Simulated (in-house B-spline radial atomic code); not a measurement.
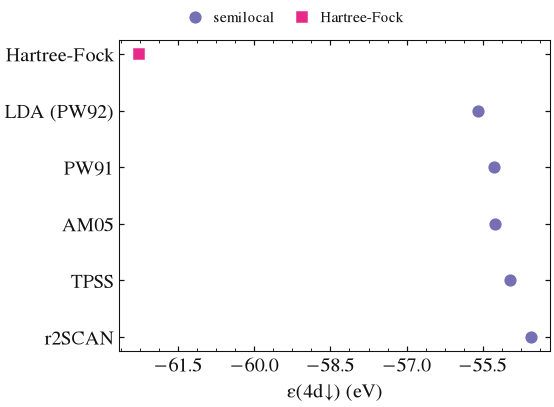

System: the palladium ion Pd⁴⁺, configuration [Kr] 4d6 (high spin). All runs are scalar-relativistic, spin-polarised and spherical, computed with an in-house B-spline radial code (spin-free X2C). Hartree-Fock is the average over the configuration. The plot shows the eigenvalue (eV) of the 4d down orbital by 6 methods.

### How much do the methods differ, and in which order?

The deepest is Hartree-Fock (−62.3) and the shallowest r2SCAN (−54.6), a spread of 7.72 eV. In order (eV): Hartree-Fock (−62.3), LDA (PW92) (−55.6), PW91 (−55.3), AM05 (−55.3), TPSS (−55.0), r2SCAN (−54.6). On the whole, exact exchange removes self-interaction and deepens occupied levels.
